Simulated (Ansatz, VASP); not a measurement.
# CaHf in two plane-wave programs

Wanted: the spread between two codes on one cell, functional and k mesh. The cell is invented: As first built, before any earlier steps moved the atoms: it takes the ZrHg structure with all of its atoms replaced by other elements, volume scaled by an estimate. It may not be a known or stable phase. The cell comes out of the VASP series on this material, whose earlier steps may have relaxed, scaled or displaced it; both programs get it as it stands.

Calculated with Ansatz 0.2.0; plane waves, with VASP 6.6.1 beside it; relaxation of cell and atoms at RPBE.

### 1. Starting point

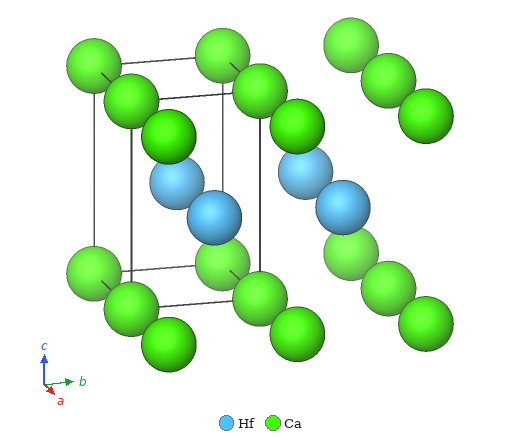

The starting structure, seen slightly off an axis (hafnium blue, calcium green). 2×2×1 cells are drawn. Some periodic images of atoms are drawn too.

### 2. Ansatz: relaxation of cell and atoms, RPBE

Ansatz runs on its default PAW (the set named soft_2) files.

The relaxed volume is the usual yardstick between codes: its relative difference is about their pressure difference at one cell divided by the bulk modulus.

input.yaml

```yaml
crystal:
  lattice:
    - [3.2952715101, 0.0, 0.0]
    - [0.0, 3.2952715101, 0.0]
    - [0.0, 0.0, 5.3195293823]
  atoms:
    - { symbol: Hf, position: [0.5, 0.5, 0.5] }
    - { symbol: Ca, position: [0.0, 0.0, 0.0] }
hamiltonian:
  xc: rpbe
  pseudopotentials: { kind: paw }
kpoints:
  mp_grid: { grid: [8, 8, 5] }
scf:
  occupations: { method: methfessel_paxton, width: 0.2 }
relax:
  f_tol: 0.01
  max_steps: 60
  cell: { stress_tol: 0.05 }
output:
  forces: true
  stress: true
```

On the command line:

```bash
$ ansatz run input.yaml --threads 4 --pin off --max-ram 9216MiB --backend cpu --events-out ev --progress --plain --runs-dir out
```

Numbers of over 12 decimals in the logs are rounded to 6 here.

What it wrote:

```text
Engine: ansatz 0.2.0, aarch64-unknown-linux-gnu
Pseudopotentials: kind: paw
Pseudopotential: Hf, paw, valence charge 26, recommended cutoff 420 eV (normal), Hf.paw.azcp
Pseudopotential: Ca, paw, valence charge 10, recommended cutoff 420 eV (normal), Ca.paw.azcp
Functional definition: RPBE
  parameter kappa = 0.804
  parameter beta = 0.066725
  exchange = rpbe_x(kappa = kappa, mu = beta*pi^2/3)
  correlation = pbe_c(beta = beta)
Crystal: 2 atoms, lattice volume = 57.764 Å³
Basis set: ecut = 420 eV, 1137 PW (Γ), exchange–correlation on 48×48×72 points (8 copies of the dense FFT grid, shifted against one another)
Bands: 22, of which v1, the nominal top of the filled ones, is band 18 counted from 1 (17 counted from 0)
Symmetry: 16 space group operations
Space group: P4/mmm (ITA 123), of the structure as read, at distance tolerance 3.9e-5 Å
k-points: 45 of 320
Non-local potential: Hf, projectors of the file, l = 0: 3, l = 1: 2, l = 2: 2, l = 3: 3
Non-local potential: Ca, projectors of the file, l = 0: 3, l = 1: 2, l = 2: 2
PAW form: soft (Blöchl's): semilocal exchange-correlation on the pseudo side does not see the compensation charge
PAW frozen core: Hf, regenerated for the run's functional, and the local potential with it (the file was generated under x = pbe(κ = 0.804, μ = 0.219515), c = pbe(β = 0.066725))
PAW frozen core: Ca, regenerated for the run's functional, and the local potential with it (the file was generated under x = pbe(κ = 0.804, μ = 0.219515), c = pbe(β = 0.066725))
PAW one-centre angular grid: Hf, 590 points (default); XC on 64 Gauss nodes
PAW one-centre angular grid: Ca, 110 points (default); XC on 64 Gauss nodes
Initial density: superposition of atomic densities (neutral atoms: chi_scale 0, normalization atom), corrected by the library's trained network
Initial wavefunctions: pseudopotential atomic-orbital guess
Functional: x = rpbe, c = pbe(β = 0.066725)
SCF iter   1: F=—  HF=-17553.837867 eV  |F-HF|=—  |Δ(HF+E_count)|=         —  Δρ=6.30e-3  dr2=9.92e-2  ethr=1.77e-3  ⟨swp⟩=6.2  Hψ=4479  notcnv=0
preconditioner: auto → Kerker (q_TF=auto, 2.522 Å⁻¹)  [metal: Δε(μ)=0.060 eV  Ē_g=13.613 eV  σ=0.200 eV  W_gap=0.24  n_scr=16 (ndim 8)  ℏωp=24.9 eV  f_vac=0.000  D(μ)=4.00/eV (n_scr^D=36)]
SCF iter   2: F=—  HF=-17553.828363 eV  |F-HF|=—  |Δ(HF+E_count)|=   9.50e-3  S|Δr|=    0.00e0  Δρ=2.53e-3  dr2=1.55e-2  ethr=2.76e-4  ⟨swp⟩=1.0  Hψ=1350  notcnv=0
SCF iter   3: F=—  HF=-17553.826285 eV  |F-HF|=—  |Δ(HF+E_count)|=   2.08e-3  S|Δr|=    0.00e0  Δρ=1.10e-3  dr2=2.42e-3  ethr=4.31e-5  ⟨swp⟩=2.0  Hψ=1370  notcnv=0
SCF iter   4: F=—  HF=-17553.825655 eV  |F-HF|=—  |Δ(HF+E_count)|=   6.29e-4  S|Δr|=    0.00e0  Δρ=6.40e-4  dr2=5.22e-4  ethr=6.71e-6  ⟨swp⟩=2.0  Hψ=1432  notcnv=0
SCF iter   5: F=—  HF=-17553.825595 eV  |F-HF|=—  |Δ(HF+E_count)|=   6.06e-5  S|Δr|=    0.00e0  Δρ=2.48e-4  dr2=7.08e-5  ethr=1.45e-6  ⟨swp⟩=2.0  Hψ=1636  notcnv=0
SCF iter   6: F=—  HF=-17553.825579 eV  |F-HF|=—  |Δ(HF+E_count)|=   1.58e-5  S|Δr|=    0.00e0  Δρ=4.82e-5  dr2=2.54e-6  ethr=1.97e-7  ⟨swp⟩=2.1  Hψ=1423  notcnv=0
SCF iter   7: F=—  HF=-17553.825580 eV  |F-HF|=—  |Δ(HF+E_count)|=   7.14e-7  S|Δr|=    0.00e0  Δρ=1.90e-5  dr2=4.64e-7  ethr=7.06e-9  ⟨swp⟩=2.3  Hψ=1711  notcnv=0
SCF iter   8: F=-17553.825580 eV  HF=-17553.825580 eV  |F-HF|=4.06e-9  |Δ(HF+E_count)|=   2.24e-7  S|Δr|=    0.00e0  Δρ=4.41e-6  dr2=1.33e-8  ethr=2.78e-10  ⟨swp⟩=4.7  Hψ=3722  notcnv=0
SCF 1 converged in 8 iterations: F = -17553.825580 eV  dr2 = 1.33e-8
  greatest PAW one-centre occupation: 0.999 electrons in one spin orbital (limit 2), on the Hf atom at site 0 (counted from 0), in its partial waves of l = 0
relax step   1: F+E_penalty+E_count = -17553.82557951 eV  Δ(F+E_penalty+E_count) = +0.000e0 eV  max|allowed force component| = 5.088e-29 eV/Å  Δτ_max = 0.0000 Å  P = +0.038 GPa  Ω = 57.764 Å³  (8 SCF iters, dr2 threshold 1.00e-7 eV, accepted)
[...]
relax step   2: F+E_penalty+E_count = -17553.82559630 eV  Δ(F+E_penalty+E_count) = -1.678e-5 eV  max|allowed force component| = 7.100e-30 eV/Å  Δτ_max = 0.0000 Å  P = -0.000 GPa  Ω = 57.815 Å³  energy of the carried Pulay correction = -4.791e-6 eV  (5 SCF iters, dr2 threshold 2.09e-8 eV, accepted)
[...]
relax step   3: F+E_penalty+E_count = -17553.82560274 eV  Δ(F+E_penalty+E_count) = -6.445e-6 eV  max|allowed force component| = 3.944e-31 eV/Å  Δτ_max = 0.0000 Å  P = -0.000 GPa  Ω = 57.815 Å³  stress off target by 2.84e-2 GPa  SCF on the basis re-selected at this cell (its energy is not comparable with the rows above)  (6 SCF iters)
basis re-selected at this cell: Δ(F+E_penalty+E_count) = -6.445e-6 eV, ΔP = -0.000 GPa vs the last step (what re-selecting the basis moved, of the pressure what is left beyond the Pulay correction that the steps carried, after the strain that the cell walked since its last selection, with what the two solves' SCF thresholds leave and, on support functions, any second-order correction that the steps lacked; it is no m [...]
SCF converged after 6 iterations
Stability not checked: this state was not tested for a lower state beside it, because cold or Methfessel-Paxton smearing, or corrected tetrahedra, fill the levels in a way that the test cannot read (fill_not_monotonic; see scf.lower_state_search)
Free energy (F): -17553.825603 eV
Harris-Foulkes:  -17553.825603 eV  (|F-HF|=0.00e0)
Internal energy: -17553.822984 eV  (E = F + TS)
E sigma→0 (E₀):  -17553.824948 eV
Entropy (-TS):   -0.002618 eV (-1.309 meV/atom)
Fermi energy:    11.342710 eV
--- Per-component energies (eV) ---
  E_band       = -296.243980
  E_kinetic    = 699.595301
  E_local      = -7412.812682  (includes V_loc(G=0)·N_el)
  E_nonlocal   = -1183.674600
  E_hartree    = 3336.891998
  E_xc         = -436.382432
  E_vxc        = -434.706086  (∫ρ·V_xc dr)
  E_paw        = -7800.775444  (= ΣΔE_a)
  E_vpaw       = 1361.570032  (= ΣTr[D̂ρ^β])
  E_aug_tail   = -0.000008  (compensation charges beyond the density's cutoff)
  E_ewald      = -4756.427900
  E_core_change = -0.237218  (= ΣΔE_core)
  E_smearing   = -0.002618  (= −TS)
  E_closure    = 0.000000  (closes the sum)
  Σ components = -17553.825603   (vs F -17553.825603, Δ=0.00e0)
--- Forces (eV/Å), atoms counted from 1 ---
  atom   1  Hf     0.00000000     0.00000000     0.00000000
  atom   2  Ca    -0.00000000     0.00000000     0.00000000
  max |Σ_I F_I| component: 7.89e-31 eV/Å
--- Stress (GPa, compression-positive) ---
       -0.014782       0.000000       0.000000
        0.000000      -0.014782       0.000000
        0.000000       0.000000       0.028449
  P = ⅓ Tr σ = -0.0004 GPa (-0.004 kbar)
--- Relaxed structure (2 steps of the walk, 2 accepted, 1 SCFs on fresh bases) ---
  F+E_penalty+E_count = -17553.82560274 eV   max|allowed force component| = 3.944e-31 eV/Å   (the final SCF, on the basis selected at the relaxed cell)
  cell:  # Å, volume = 57.8146 Å³
    - [3.295085, 0.0, 0.0]
    - [0.0, 3.295085, 0.0]
    - [0.0, 0.0, 5.324817]
  atoms:
    - { symbol: Hf, position: [0.5, 0.5, 0.500000] }
    - { symbol: Ca, position: [0, 0.0, 0.0] }
```

Run time: 2.8 s. Hardware: 4 threads of Arm Neoverse V1, shared host; peak memory 0.39 GiB.

### 3. VASP: relaxation of cell and atoms, RPBE

The same cell, functional, mesh and smearing now go to VASP, with its own data sets and cutoff.

Lines of VASP's logs that name or quote its potential files are left out, and so is its time.

INCAR

```
SYSTEM = CaHf
PREC = Accurate
ENCUT = 400
EDIFF = 1E-06
NELM = 100
ISMEAR = 1
SIGMA = 0.2
LREAL = .FALSE.
ALGO = Normal
GGA = RP
LORBIT = 11
LWAVE = .FALSE.
LCHARG = .FALSE.
IBRION = 2
NSW = 60
ISIF = 3
EDIFFG = -0.01
```

POSCAR

```
CaHf
1.0
    3.2952715101      0.0000000000      0.0000000000
    0.0000000000      3.2952715101      0.0000000000
    0.0000000000      0.0000000000      5.3195293823
Hf Ca
1 1
Direct
    0.5000000000      0.5000000000      0.5000000000
    0.0000000000      0.0000000000      0.0000000000
```

KPOINTS

```
Automatic mesh
0
Gamma
8 8 5
0 0 0
```

PAW data sets: Hf_pv and Ca_sv (PBE family, release 64).

On the command line:

```bash
$ mpirun -np 1 vasp_std
```

What it wrote:

```text
[banner, memory and clock lines left out]
running    1 mpi-ranks, on    1 nodes
 distrk:  each k-point on    1 cores,    1 groups
 distr:  one band on    1 cores,    1 groups

 POSCAR found type information on POSCAR HfCa
 POSCAR found :  2 types and       2 ions
|                                                                             |
|               ----> ADVICE to this user running VASP <----                  |
|                                                                             |
|     You enforced a specific xc type in the INCAR file but a different       |
|     [... a line on the potential file left out ...]
|     I HOPE YOU KNOW WHAT YOU ARE DOING!                                     |
|                                                                             |

 LDA part: xc-table for (Slater+PW92), standard interpolation
 POSCAR, INCAR and KPOINTS ok, starting setup
 FFT: planning ... GRIDC
 FFT: planning ... GRID_SOFT
 FFT: planning ... GRID
 WAVECAR not read
 entering main loop
       N       E                     dE             d eps       ncg     rms          rms(c)
DAV:   1     0.983330810362E+02    0.98333E+02   -0.95383E+03  1260   0.111E+03
DAV:   2    -0.728766278289E+01   -0.10562E+03   -0.10458E+03  1494   0.297E+02
DAV:   3    -0.109488901108E+02   -0.36612E+01   -0.34802E+01  2100   0.419E+01
DAV:   4    -0.110500801540E+02   -0.10119E+00   -0.10036E+00  1712   0.646E+00
DAV:   5    -0.110542410513E+02   -0.41609E-02   -0.41604E-02  1970   0.921E-01    0.287E+01
DAV:   6    -0.102151132522E+02    0.83913E+00   -0.85872E+00  1562   0.101E+01    0.200E+01
DAV:   7    -0.100736921944E+02    0.14142E+00   -0.14774E+00  1604   0.490E+00    0.792E+00
DAV:   8    -0.100584715745E+02    0.15221E-01   -0.13697E-01  1800   0.208E+00    0.116E+00
DAV:   9    -0.100532194004E+02    0.52522E-02   -0.31446E-02  1654   0.756E-01    0.634E-01
DAV:  10    -0.100529409962E+02    0.27840E-03   -0.34493E-03  1694   0.263E-01    0.104E-01
DAV:  11    -0.100529478617E+02   -0.68655E-05   -0.11907E-04  1682   0.753E-02    0.302E-02
DAV:  12    -0.100529544511E+02   -0.65895E-05   -0.98250E-06  1870   0.261E-02    0.903E-03
DAV:  13    -0.100529543052E+02    0.14597E-06   -0.65487E-07  1206   0.362E-03
   1 F= -.10052954E+02 E0= -.10052145E+02  d E =-.100530E+02
[...]
2 F= -.10052986E+02 E0= -.10052138E+02  d E =-.321931E-04
[...]
3 F= -.10052989E+02 E0= -.10052123E+02  d E =-.348089E-04
[...]
4 F= -.10052973E+02 E0= -.10052070E+02  d E =-.186273E-04
[...]
5 F= -.10052991E+02 E0= -.10052117E+02  d E =-.363474E-04
[...]
6 F= -.10052991E+02 E0= -.10052122E+02  d E =-.364846E-04
 curvature:  -0.02 expect dE=-0.732E-06 dE for cont linesearch -0.102E-06
 ZBRENT: accuracy reached
 trial: gam= 0.00000 g(F)=  0.196E-66 g(S)=  0.427E-04 ort =-0.174E-04 (trialstep = 0.111E+01)
 search vector abs. value=  0.427E-04
 bond charge predicted
       N       E                     dE             d eps       ncg     rms          rms(c)
DAV:   1    -0.100533823740E+02   -0.39078E-03   -0.11363E-02  1266   0.109E+00    0.140E-01
DAV:   2    -0.100530934352E+02    0.28894E-03   -0.10364E-03  1488   0.271E-01    0.675E-02
DAV:   3    -0.100530002283E+02    0.93207E-04   -0.21333E-04  1798   0.125E-01    0.201E-02
DAV:   4    -0.100529967909E+02    0.34374E-05   -0.96085E-05  1982   0.537E-02    0.140E-02
DAV:   5    -0.100529971129E+02   -0.32203E-06   -0.36494E-06  1280   0.147E-02
   7 F= -.10052997E+02 E0= -.10052106E+02  d E =-.632316E-05
 trial-energy change:   -0.000006  1 .order   -0.000022   -0.000047    0.000003
 step:   1.0484(harm=  1.0484)  dis= 0.00000  next Energy=   -10.053013 (dE=-0.224E-04)
 reached required accuracy - stopping structural energy minimisation
```

From OUTCAR (step 3):

```text
ion  position               nearest neighbor table
   1  0.500  0.500  0.500-
   2  0.000  0.000  0.000-

  LATTYP: Found a simple tetragonal cell.
 ALAT       =     3.2952715101
 C/A-ratio  =     1.6142916801

 Subroutine GETGRP returns: Found 16 space group operations
 (whereof 16 operations were pure point group operations)

The static configuration has the point symmetry D_4h.

 Found     45 irreducible k-points:

   k-points           NKPTS =     45   k-points in BZ     NKDIM =     45   number of bands    NBANDS=     14

   dimension x,y,z NGX =    24 NGY =   24 NGZ =   36
   dimension x,y,z NGXF=    48 NGYF=   48 NGZF=   72

   ENCUT  =  400.0 eV  29.40 Ry    5.42 a.u.   5.37  5.37  8.67*2*pi/ulx,y,z

   NELECT =      20.0000    total number of electrons

 k-points in reciprocal lattice and weights: Automatic mesh
   0.00000000  0.00000000  0.00000000       0.003
   0.12500000  0.00000000  0.00000000       0.013
   0.25000000  0.00000000  0.00000000       0.013
   0.37500000  0.00000000  0.00000000       0.013
   0.50000000  0.00000000  0.00000000       0.006
   0.12500000  0.12500000  0.00000000       0.013
   0.25000000  0.12500000  0.00000000       0.025
   0.37500000  0.12500000  0.00000000       0.025
   0.50000000  0.12500000  0.00000000       0.013
[...]
0.50000000  0.37500000  0.40000000       0.025
   0.50000000  0.50000000  0.40000000       0.006

 average (electrostatic) potential at core
       1 -39.6641       2 -46.3063

 E-fermi :   3.3723

 k-point     1 :       0.0000    0.0000    0.0000
  band No.  band energies     occupation
    ...
      6     -18.2853      2.00000
      7     -18.2853      2.00000
      8      -2.1279      2.00000
      9       1.5904      2.00000
     10       2.6527      2.00000
     11       4.1983     -0.00000
     12       5.5972     -0.00000
     13       5.7940     -0.00000
     14       5.7940     -0.00000

 k-point     2 :       0.1250    0.0000    0.0000
  band No.  band energies     occupation
    ...
      6     -18.3458      2.00000
      7     -18.2802      2.00000
      8      -1.8361      2.00000
      9       1.8342      2.00000
     10       2.8103      2.00052
     11       3.9556     -0.00030
     12       5.5189     -0.00000
     13       5.7113     -0.00000
     14       5.8959     -0.00000

 k-point     3 :       0.2500    0.0000    0.0000
  band No.  band energies     occupation
    ...
      6     -18.3363      2.00000
      7     -18.2676      2.00000
      8      -1.0290      2.00000
      9       2.4283      2.00000
     10       3.1244      2.07085
     11       3.4589      0.33772
     12       4.9129     -0.00000
     13       5.7636     -0.00000
     14       6.1742     -0.00000

  Total       -0.0109955     -0.0109955      0.0080094      0.0000000     -0.0000000      0.0000000
  in kB       -0.3050189     -0.3050189      0.2221826      0.0000000     -0.0000000      0.0000000
  external PRESSURE =      -0.1292851 kB  Pullay stress =       0.0000000 kB

  energy-cutoff  :      400.00
  volume of cell :       57.76
      direct lattice vectors                 reciprocal lattice vectors
     3.292909916  0.000000000 -0.000000000     0.303682769  0.000000000 -0.000000000
     0.000000000  3.292909916  0.000000000    -0.000000000  0.303682769  0.000000000
     0.000000000 -0.000000000  5.326474818     0.000000000  0.000000000  0.187741430

 POSITION                                       TOTAL-FORCE (eV/Angst)
 -----------------------------------------------------------------------------------
      1.64645      1.64645      2.66324        -0.000000      0.000000      0.000000
      0.00000      0.00000      0.00000         0.000000     -0.000000      0.000000
 -----------------------------------------------------------------------------------
    total drift:                                0.000000      0.000000     -0.000000

  FREE ENERGIE OF THE ION-ELECTRON SYSTEM (eV)
  ---------------------------------------------------
  free  energy   TOTEN  =       -10.0529971129 eV

  energy  without entropy=      -10.0503244166  energy(sigma->0) =      -10.05210621

 reached required accuracy - stopping structural energy minimisation

 total charge
# of ion       s       p       d       tot
------------------------------------------
    1        0.396   6.203   1.398   7.997
    2        2.087   5.846   0.268   8.200
--------------------------------------------------
tot          2.482  12.049   1.666  16.197

[... 3 further parts left out ...]
```

CONTCAR:

```
CaHf
   1.00000000000000
     3.2929099164879014    0.0000000000000000   -0.0000000000000000
     0.0000000000000000    3.2929099164879014    0.0000000000000000
     0.0000000000000000   -0.0000000000000000    5.3264748178862344
  Hf              Ca
     1     1
Direct
     0.5000000000000000    0.5000000000000000    0.5000000000000000
     0.0000000000000000    0.0000000000000000    0.0000000000000000
```

### 4. Side by side

Known differences besides the PAW data sets themselves: both relaxations stop at a tolerance, which leaves soft axes loose, and VASP keeps its plane-wave basis; the data sets hold 36 valence electrons in Ansatz (default PAW (the set named soft_2) files) and 20 in VASP; the cutoff is 420 eV in Ansatz and 400 eV in VASP; Ansatz makes its cores anew for this functional, VASP keeps those of its PBE data sets; VASP leaves aspherical gradient terms in its spheres out (LASPH is not set), Ansatz keeps them; Ansatz adds a Pulay correction to the stress that steers its cell, VASP none. Total energies have different zeros and are not compared.

Compared:

```tsv
quantity	Ansatz	VASP	difference
volume (Å³)	57.81	57.76	+0.10 %
edge a after relaxation, in the typed setting (Å)	3.295	3.293	+0.07 %
edge c after relaxation, in the typed setting (Å)	5.325	5.327	-0.03 %
```

The walks stopped with 0.00 GPa left in Ansatz and -0.01 GPa in VASP; each walk ends within a tolerance, so the volume difference is uncertain by about these residues over the bulk modulus, most in soft cells.

### 5. Outcome

* difference in volume (relaxation of cell and atoms, RPBE): 0.10 %

In words: The difference in volume is 0.10 % (relaxation of cell and atoms, RPBE), within the 1.2 % picked in this series as the mark of a large difference, as far as the stopping tolerances let one tell. How closely two codes agree says nothing of how well the functional describes the real material.

[Lines on the potential files, build, host, timing and source positions are cut from VASP's logs without a mark.]

[Logs are printed without paths, hosts, clocks, repeated set-up lines and the standing remarks that a program may print on its own settings, such as how far it seeks lower states.]

[Hosts, paths, dates, database ids (printed as entryN), source tags and the programs' standing remarks are cut or masked in the printed files.]
